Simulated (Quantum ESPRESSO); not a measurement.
## CrSBr: where do free moments turn?

Aim: see whether a non-collinear arrangement of the moments of CrSBr lies under the collinear ones.

Program: Quantum ESPRESSO 7.5. Level of theory: LDA; plane waves with GBRV 1.5 LDA potentials, no spin-orbit coupling. Results are calculated unless marked as measured.

**1. The starting structure**

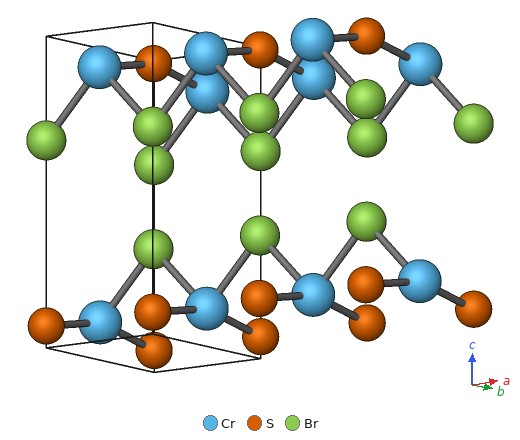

The starting structure, seen from a free direction (chromium blue, sulfur orange, bromine green). 3×1×1 cells are drawn. Some periodic images of atoms are drawn too.

The cell comes from Materials Project 2023-11-01, a database of computed structures, and need not be the stable phase.

**2. Start 1: collinear parallel**

Contents of pw.in:

```
&CONTROL
  calculation = 'scf'
  prefix = 'pwscf'
  outdir = './tmp'
  pseudo_dir = './pseudo'
  disk_io = 'nowf'
/
&SYSTEM
  ibrav = 0
  celldm(1) = 8
  nat = 6
  ntyp = 3
  ecutwfc = 34
  ecutrho = 238
  nbnd = 74
  occupations = 'smearing'
  smearing = 'fd'
  degauss = 0.00734986
  noncolin = .true.
  starting_magnetization(1) = 0.2143
  angle1(1) = 0
  angle2(1) = 0
  starting_magnetization(2) = 0
  starting_magnetization(3) = 0
/
&ELECTRONS
  conv_thr = 6d-08
  electron_maxstep = 150
  mixing_beta = 0.3
/
ATOMIC_SPECIES
Cr     51.9961 cr_lda_v1.5.uspp.F.UPF
S      32.0600 s_lda_v1.4.uspp.F.UPF
Br     79.9040 br_lda_v1.4.uspp.F.UPF
CELL_PARAMETERS alat
   0.8363115576062    0.0000000000000    0.0000000000000
   0.0000000000000    1.1233174237334    0.0000000000000
   0.0000000000000    0.0000000000000    1.9828051400013
ATOMIC_POSITIONS crystal
Cr      0.5000000000    0.0000000000    0.8787434000
Cr      0.0000000000    0.5000000000    0.1212566000
S       0.5000000000    0.5000000000    0.9295014300
S       0.0000000000    0.0000000000    0.0704985700
Br      0.0000000000    0.0000000000    0.6659578600
Br      0.5000000000    0.5000000000    0.3340421400
K_POINTS automatic
4 3 2 0 0 0
```

Run with:

```console
$ OMP_NUM_THREADS=1 mpirun -n 4 pw.x -nk 2 -in pw.in > pw.out
```

The program printed:

```text
Program PWSCF v.7.5 starts

     Message from routine setup:
     using ibrav=0 with symmetry is DISCOURAGED, use correct ibrav instead

     K-points division:     npool     =       2
     R & G space division:  proc/nbgrp/npool/nimage =       2
     Subspace diagonalization in iterative solution of the eigenvalue problem:

     Parallelization info
     --------------------
     sticks:   dense  smooth     PW     G-vecs:    dense   smooth      PW
     Min         570     324     99                29584    12752    2107
     Max         571     325    100                29585    12755    2108
     Sum        1141     649    199                59169    25507    4215

     Using Slab Decomposition

     bravais-lattice index     =            0
     lattice parameter (alat)  =       8.0000  a.u.
     unit-cell volume          =     953.7193 (a.u.)^3
     number of atoms/cell      =            6
     number of atomic types    =            3
     number of electrons       =        54.00
     number of Kohn-Sham states=           74
     kinetic-energy cutoff     =      34.0000  Ry
     charge density cutoff     =     238.0000  Ry
     scf convergence threshold =      6.0E-08
     mixing beta               =       0.3000
     number of iterations used =            8  plain     mixing
     Exchange-correlation=  SLA  PZ   NOGX NOGC
                           (   1   1   0   0   0   0   0)
     Noncollinear calculation without spin-orbit

     celldm(1)=   8.000000  celldm(2)=   0.000000  celldm(3)=   0.000000
     celldm(4)=   0.000000  celldm(5)=   0.000000  celldm(6)=   0.000000

     crystal axes: (cart. coord. in units of alat)
               a(1) = (   0.836312   0.000000   0.000000 )
               a(2) = (   0.000000   1.123317   0.000000 )
               a(3) = (   0.000000   0.000000   1.982805 )

     reciprocal axes: (cart. coord. in units 2 pi/alat)
               b(1) = (  1.195727  0.000000  0.000000 )
               b(2) = (  0.000000  0.890220  0.000000 )
               b(3) = (  0.000000  0.000000  0.504336 )

     PseudoPot. # 1 for Cr read from file:
     cr_lda_v1.5.uspp.F.UPF
     Pseudo is Ultrasoft + core correction, Zval = 14.0

     PseudoPot. # 2 for S  read from file:
     s_lda_v1.4.uspp.F.UPF
     Pseudo is Ultrasoft + core correction, Zval =  6.0

     PseudoPot. # 3 for Br read from file:
     br_lda_v1.4.uspp.F.UPF
     Pseudo is Ultrasoft + core correction, Zval =  7.0

     atomic species   valence    mass     pseudopotential
     Cr               14.00    51.99610     Cr( 1.00)
     S                 6.00    32.06000     S ( 1.00)
     Br                7.00    79.90400     Br( 1.00)

      8 Sym. Ops., with inversion, found ( 4 have fractional translation)

   Cartesian axes

     site n.     atom                  positions (alat units)
         1        Cr     tau(   1) = (   0.4181558   0.0000000   1.7423769  )
         2        Cr     tau(   2) = (   0.0000000   0.5616587   0.2404282  )
         3        S      tau(   3) = (   0.4181558   0.5616587   1.8430202  )
         4        S      tau(   4) = (   0.0000000   0.0000000   0.1397849  )
         5        Br     tau(   5) = (   0.0000000   0.0000000   1.3204647  )
         6        Br     tau(   6) = (   0.4181558   0.5616587   0.6623405  )

     number of k points=    12  Fermi-Dirac smearing, width (Ry)=  0.0073
                       cart. coord. in units 2pi/alat
        k(    1) = (   0.0000000   0.0000000   0.0000000), wk =   0.0416667
        k(    2) = (   0.0000000   0.0000000  -0.2521680), wk =   0.0416667
        k(    3) = (   0.0000000   0.2967401   0.0000000), wk =   0.0833333
        k(    4) = (   0.0000000   0.2967401  -0.2521680), wk =   0.0833333
        k(    5) = (   0.2989317   0.0000000   0.0000000), wk =   0.0833333
        [... 7 further k-points ...]

     Dense  grid:    59169 G-vectors     FFT dimensions: (  36,  48,  80)

     Smooth grid:    25507 G-vectors     FFT dimensions: (  30,  36,  60)

     Check: negative core charge=   -0.000005
     Generating pointlists ...
     new r_m :   0.2331 (alat units)  1.8651 (a.u.) for type    1
     new r_m :   0.2331 (alat units)  1.8651 (a.u.) for type    2
     new r_m :   0.2450 (alat units)  1.9603 (a.u.) for type    3

     Initial potential from superposition of free atoms

     starting charge      51.9999, renormalised to      54.0000

     negative rho (up, down):  2.175E-03 0.000E+00

 ==============================================================================
     atom number    1 relative position :    0.4182   0.0000   1.7424
     charge :    11.990190  (integrated on a sphere of radius 0.233)
     magnetization :          0.000000    0.000000    2.516183
     magnetization/charge:    0.000000    0.000000    0.209853
     polar coord.: r, theta, phi [deg] :     2.516183    0.000000  360.000000

 ==============================================================================

 ==============================================================================
     atom number    2 relative position :    0.0000   0.5617   0.2404
     charge :    11.990190  (integrated on a sphere of radius 0.233)
     magnetization :          0.000000    0.000000    2.516183
[...]
polar coord.: r, theta, phi [deg] :     0.015727    0.000000  360.000000

 ==============================================================================

 ==============================================================================
     atom number    6 relative position :    0.4182   0.5617   0.6623
     charge :     4.827674  (integrated on a sphere of radius 0.245)
     magnetization :          0.000000    0.000000    0.015727
     magnetization/charge:    0.000000    0.000000    0.003258
     polar coord.: r, theta, phi [deg] :     0.015727    0.000000  360.000000

 ==============================================================================
     Starting wfcs are   72 randomized atomic wfcs +    2 random wfcs

     Self-consistent Calculation

     iteration #  1     ecut=    34.00 Ry     beta= 0.30
     Davidson diagonalization with overlap
     ethr =  1.00E-02,  avg # of iterations =  4.8

     negative rho (up, down):  2.327E-03 0.000E+00

     total energy              =    -492.30008227 Ry
     estimated scf accuracy    <       1.18330689 Ry

     total magnetization       =    -0.00     0.00     5.83 Bohr mag/cell
     absolute magnetization    =     6.03 Bohr mag/cell

     iteration #  2     ecut=    34.00 Ry     beta= 0.30
     Davidson diagonalization with overlap
     ethr =  2.19E-03,  avg # of iterations =  2.7

     negative rho (up, down):  2.039E-03 0.000E+00

     total energy              =    -492.51176679 Ry
     estimated scf accuracy    <       0.13951271 Ry

     total magnetization       =     0.00    -0.00     6.00 Bohr mag/cell
     absolute magnetization    =     6.48 Bohr mag/cell

     [... further iterations left out ...]

     iteration # 10     ecut=    34.00 Ry     beta= 0.30
     Davidson diagonalization with overlap
     ethr =  1.27E-09,  avg # of iterations =  2.8

     negative rho (up, down):  1.482E-03 0.000E+00

     total energy              =    -492.53867346 Ry
     estimated scf accuracy    <       0.00000007 Ry

     total magnetization       =     0.00     0.00     6.00 Bohr mag/cell
     absolute magnetization    =     6.56 Bohr mag/cell

     iteration # 11     ecut=    34.00 Ry     beta= 0.30
     Davidson diagonalization with overlap
     ethr =  1.22E-10,  avg # of iterations =  4.2

     negative rho (up, down):  1.482E-03 0.000E+00

 ==============================================================================
     atom number    1 relative position :    0.4182   0.0000   1.7424
     charge :    11.863465  (integrated on a sphere of radius 0.233)
     magnetization :         -0.000000   -0.000000    2.693479
     magnetization/charge:   -0.000000   -0.000000    0.227040
     polar coord.: r, theta, phi [deg] :     2.693479    0.000000  360.000000

 ==============================================================================

 ==============================================================================
     atom number    2 relative position :    0.0000   0.5617   0.2404
     charge :    11.863465  (integrated on a sphere of radius 0.233)
     magnetization :         -0.000000   -0.000000    2.693479
     magnetization/charge:   -0.000000   -0.000000    0.227040
     polar coord.: r, theta, phi [deg] :     2.693479    0.000000  360.000000

 ==============================================================================

 ==============================================================================
     atom number    3 relative position :    0.4182   0.5617   1.8430
     charge :     4.080910  (integrated on a sphere of radius 0.233)
     magnetization :         -0.000000   -0.000000   -0.084977
     magnetization/charge:   -0.000000   -0.000000   -0.020823
     polar coord.: r, theta, phi [deg] :     0.084977  180.000000  360.000000

 ==============================================================================

 ==============================================================================
     atom number    4 relative position :    0.0000   0.0000   0.1398
     charge :     4.080910  (integrated on a sphere of radius 0.233)
     magnetization :         -0.000000    0.000000   -0.084977
     magnetization/charge:   -0.000000    0.000000   -0.020823
     polar coord.: r, theta, phi [deg] :     0.084977  180.000000  360.000000

 ==============================================================================

 ==============================================================================
     atom number    5 relative position :    0.0000   0.0000   1.3205
     charge :     4.742941  (integrated on a sphere of radius 0.245)
     magnetization :          0.000000   -0.000000    0.010338
     magnetization/charge:    0.000000   -0.000000    0.002180
     polar coord.: r, theta, phi [deg] :     0.010338    0.000000  360.000000

 ==============================================================================

 ==============================================================================
     atom number    6 relative position :    0.4182   0.5617   0.6623
     charge :     4.742941  (integrated on a sphere of radius 0.245)
     magnetization :         -0.000000   -0.000000    0.010338
     magnetization/charge:   -0.000000   -0.000000    0.002180
     polar coord.: r, theta, phi [deg] :     0.010338    0.000000  360.000000

 ==============================================================================

     End of self-consistent calculation

     [... lines left out ...]
     the Fermi energy is     5.4655 ev

!    total energy              =    -492.53867375 Ry
     estimated scf accuracy    <       0.00000003 Ry
     smearing contrib. (-TS)   =      -0.00293480 Ry
     internal energy E=F+TS    =    -492.53573895 Ry

     The total energy is F=E-TS. E is the sum of the following terms:
     one-electron contribution =    -396.87434194 Ry
     hartree contribution      =     213.56940198 Ry
     xc contribution           =    -112.89750472 Ry
     ewald contribution        =    -196.33329427 Ry

     total magnetization       =     0.00     0.00     6.00 Bohr mag/cell
     absolute magnetization    =     6.56 Bohr mag/cell

     convergence has been achieved in  11 iterations

=------------------------------------------------------------------------------=
   JOB DONE.
=------------------------------------------------------------------------------=
```

The job ended after 41 s (4 MPI ranks of Arm Neoverse V2, shared host; peak memory 0.58 GiB).

Spin moment in the atom's sphere by atom:

| atom | x (μB) | y (μB) | z (μB) | size |
| --- | --- | --- | --- | --- |
| Cr1 | 0.00 | 0.00 | 2.69 | 2.69 |
| Cr2 | 0.00 | 0.00 | 2.69 | 2.69 |
| S3 | 0.00 | 0.00 | -0.09 | 0.09 |
| S4 | 0.00 | 0.00 | -0.09 | 0.09 |
| Br5 | 0.00 | 0.00 | 0.01 | 0.01 |
| Br6 | 0.00 | 0.00 | 0.01 | 0.01 |

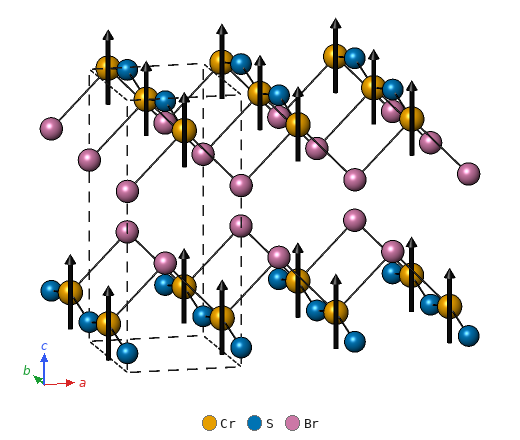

Spin moment in the atom's sphere as arrows, the longest 2.69 μB. 3×2×1 cells are drawn. Some periodic images of atoms are drawn too.

This step gave:

```yaml
smearing_term_ts: 0.03993 eV
magnetization: 0, 0, 6 μB
absolute_magnetization: 6.556 μB
final_state: ferromagnetic
```

**3. Start 2: random 2**

Changes to pw.in since step 2:

```diff
@@ -11,3 +11,3 @@
   nat = 6
-  ntyp = 3
+  ntyp = 4
   ecutwfc = 34
@@ -20,6 +20,10 @@
   starting_magnetization(1) = 0.2143
-  angle1(1) = 0
-  angle2(1) = 0
-  starting_magnetization(2) = 0
+  angle1(1) = 34.216
+  angle2(1) = 107.275
+  starting_magnetization(2) = 0.2144
+  angle1(2) = 51.493
+  angle2(2) = 23.881
   starting_magnetization(3) = 0
+  starting_magnetization(4) = 0
+  nosym = .true.
 /
@@ -31,3 +35,4 @@
 ATOMIC_SPECIES
-Cr     51.9961 cr_lda_v1.5.uspp.F.UPF
+Cr1    51.9961 cr_lda_v1.5.uspp.F.UPF
+Cr2    51.9961 cr_lda_v1.5.uspp.F.UPF
 S      32.0600 s_lda_v1.4.uspp.F.UPF
@@ -39,4 +44,4 @@
 ATOMIC_POSITIONS crystal
-Cr      0.5000000000    0.0000000000    0.8787434000
-Cr      0.0000000000    0.5000000000    0.1212566000
+Cr1     0.5000000000    0.0000000000    0.8787434000
+Cr2     0.0000000000    0.5000000000    0.1212566000
 S       0.5000000000    0.5000000000    0.9295014300
```

The program printed:

```text
     [... lines left out ...]
Program PWSCF v.7.5 starts
     [... lines left out ...]
     number of atoms/cell      =            6
     [... lines left out ...]
     number of electrons       =        54.00
     number of Kohn-Sham states=           74
     kinetic-energy cutoff     =      34.0000  Ry
     charge density cutoff     =     238.0000  Ry
     scf convergence threshold =      6.0E-08
     [... lines left out ...]
     Noncollinear calculation without spin-orbit
     [... lines left out ...]
     No symmetry found
     [... lines left out ...]
     number of k points=    24  Fermi-Dirac smearing, width (Ry)=  0.0073
     [... lines left out ...]
     iteration # 33     ecut=    34.00 Ry     beta= 0.30
     [... lines left out ...]
     atom number    1 relative position :    0.4182   0.0000   1.7424
     [... lines left out ...]
     magnetization :          0.836521    1.299169    2.206061
     [... lines left out ...]
     atom number    2 relative position :    0.0000   0.5617   0.2404
     [... lines left out ...]
     magnetization :          0.834805    1.299692    2.206603
     [... lines left out ...]
     atom number    3 relative position :    0.4182   0.5617   1.8430
     [... lines left out ...]
     magnetization :         -0.026387   -0.041048   -0.069695
     [... lines left out ...]
     atom number    4 relative position :    0.0000   0.0000   0.1398
     [... lines left out ...]
     magnetization :         -0.026410   -0.041048   -0.069698
     [... lines left out ...]
     atom number    5 relative position :    0.0000   0.0000   1.3205
     [... lines left out ...]
     magnetization :          0.003200    0.004975    0.008447
     [... lines left out ...]
     atom number    6 relative position :    0.4182   0.5617   0.6623
     [... lines left out ...]
     magnetization :          0.003202    0.004979    0.008454
     [... lines left out ...]
     the Fermi energy is     5.4655 ev
!    total energy              =    -492.53867641 Ry
     estimated scf accuracy    <          8.7E-10 Ry
     smearing contrib. (-TS)   =      -0.00293393 Ry
     [... lines left out ...]
     total magnetization       =     1.86     2.89     4.91 Bohr mag/cell
     absolute magnetization    =     6.56 Bohr mag/cell
     convergence has been achieved in  33 iterations
```

Elapsed: 3.8 min, on 4 MPI ranks; peak memory 0.69 GiB; 15 min of CPU time.

Spin moment in the atom's sphere by atom:

| atom | x (μB) | y (μB) | z (μB) | size |
| --- | --- | --- | --- | --- |
| Cr1 | 0.84 | 1.30 | 2.21 | 2.69 |
| Cr2 | 0.83 | 1.30 | 2.21 | 2.69 |
| S3 | -0.03 | -0.04 | -0.07 | 0.09 |
| S4 | -0.03 | -0.04 | -0.07 | 0.09 |
| Br5 | 0.00 | 0.01 | 0.01 | 0.01 |
| Br6 | 0.00 | 0.01 | 0.01 | 0.01 |

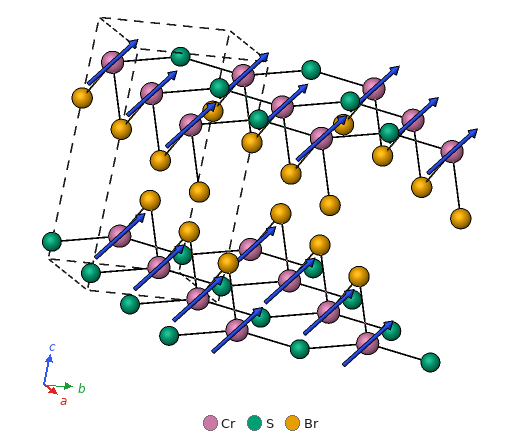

Spin moment in the atom's sphere as arrows, the longest 2.69 μB. 3×2×1 cells are drawn. Some periodic images of atoms are drawn too.

Read from the output:

| Property | Result |
| --- | --- |
| smearing term TS | 0.03992 eV |
| magnetization | 1.862, 2.895, 4.915 μB |
| absolute magnetization | 6.556 μB |
| final state | ferromagnetic |

(Part 1 of 2 ends here.)

[Logs and program files are shortened in this print: banners, set-up blocks, solver, clock and traceback lines can be left out without a mark of their own.]

[Logs are printed without paths, hosts, clocks, repeated set-up lines and the standing remarks that a program may print on its own settings, such as how far it seeks lower states.]

[Hosts, paths, dates, database ids (printed as entryN), source tags and the programs' standing remarks are cut or masked in the printed files.]

[Where a cell is said to come from a database of computed structures, the database is the Materials Project.]
